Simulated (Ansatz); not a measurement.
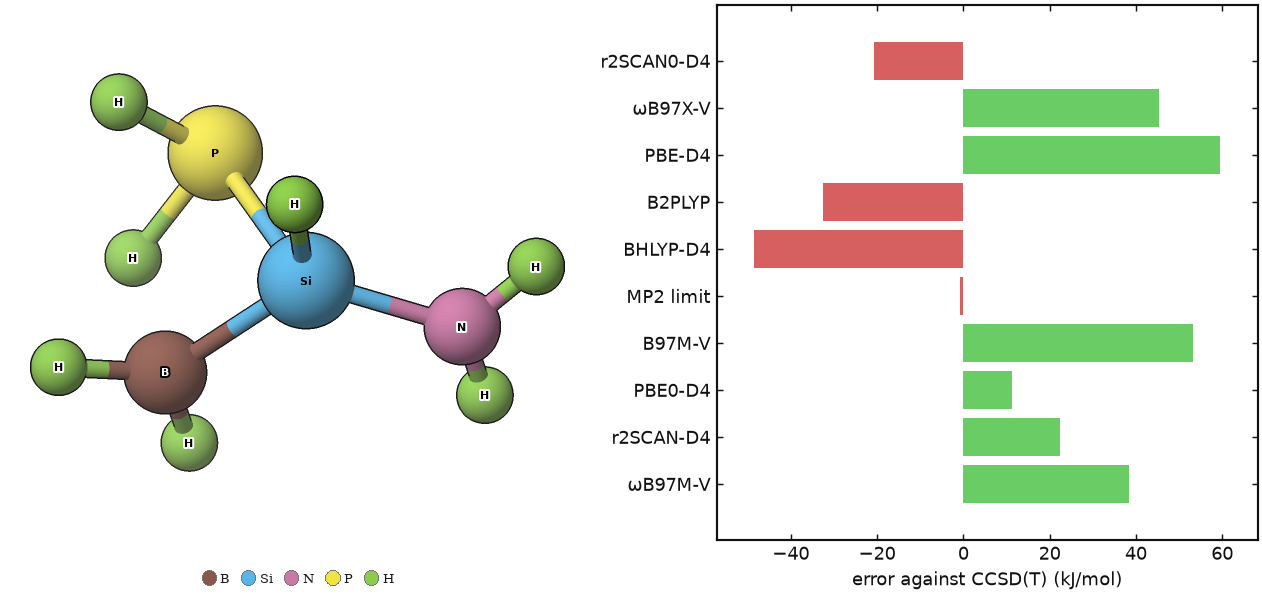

Error in the electronic atomisation energy (method less reference, so positive means overbinding) of BSiPNH₇, SMILES B[Si@@H](N)P: functionals in def2-TZVPP against frozen-core CCSD(T) at the limit (MP2 extrapolated from triple and quadruple zeta, plus CCSD(T) less MP2 in a smaller set), which gives 3418.1 kJ/mol, at a PBE0-D4/def2-TZVP geometry (a minimum by its frequencies), no zero-point or spin-orbit term, the Ansatz code 0.2.0. The reference leaves out core correlation, a term that grows with the number of heavy atoms. B2PLYP holds a correlation term that converges slowly with the basis, so part of the distance to the limit is basis error. No dispersion term is added to B2PLYP. Limit means the basis limit.

Question: Which of these levels overbind, and which underbind?

Answer: Overbind: ωB97X-V, PBE-D4, B97M-V, r2SCAN-D4 and ωB97M-V. Underbind: r2SCAN0-D4, B2PLYP and BHLYP-D4. Within 20 kJ/mol of zero, too close to call in view of what the reference leaves out: MP2 limit and PBE0-D4.

Question: Give the values.

Answer:
```csv
level,kJ/mol
r2SCAN0-D4,−20.7
ωB97X-V,45.3
PBE-D4,59.5
B2PLYP,−32.5
BHLYP-D4,−48.5
MP2 limit,−0.8
B97M-V,53.2
PBE0-D4,11.3
r2SCAN-D4,22.4
ωB97M-V,38.4
```
